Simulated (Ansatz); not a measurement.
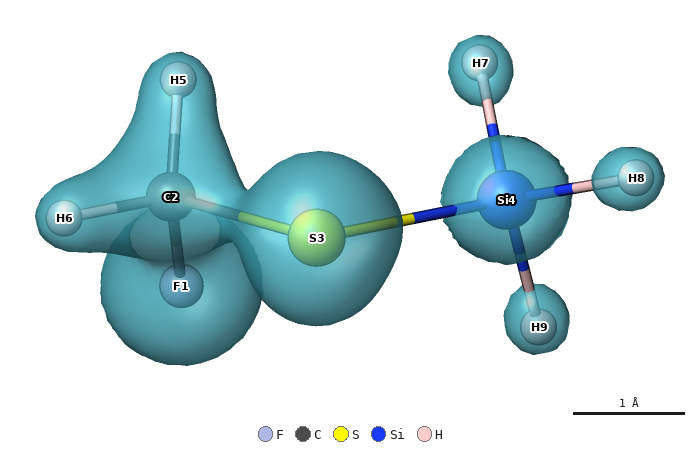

*CH₅FSSi (SMILES FCS[SiH3]). Isosurface of the total electron density at 1 e/Å³ (cyan), seen from one side.*

These are results of RKS PBE/6-31G* (Ansatz), not measurements.

```xyz
9

F    -1.6384    0.5316    0.7995
C    -0.5191    1.3124    0.5514
S     1.0470    0.3996    0.8566
Si    0.7041   -1.2469   -0.5052
H    -0.5580    1.6531   -0.4976
H    -0.5149    2.1754    1.2390
H     0.1292   -0.7082   -1.7830
H     2.0468   -1.8618   -0.7506
H    -0.2197   -2.2870    0.0475
```

Question: Which contacts does the surface bridge?

Answer: At this value the surface falls into five separate pieces. It bridges the shortest C–F (1.39 Å), C–S (1.84 Å) and C–H (1.10 Å) contacts, where the density stays above the isovalue. It is pinched off along the shortest Si–S (2.16 Å) contacts. On the grid the lowest density along these lines, outside the cores, is 1.6 e/Å³ (C–F, 1.39 Å), 1.2 e/Å³ (C–S, 1.84 Å), 0.64 e/Å³ (Si–S, 2.16 Å) and 1.9 e/Å³ (C–H, 1.10 Å).
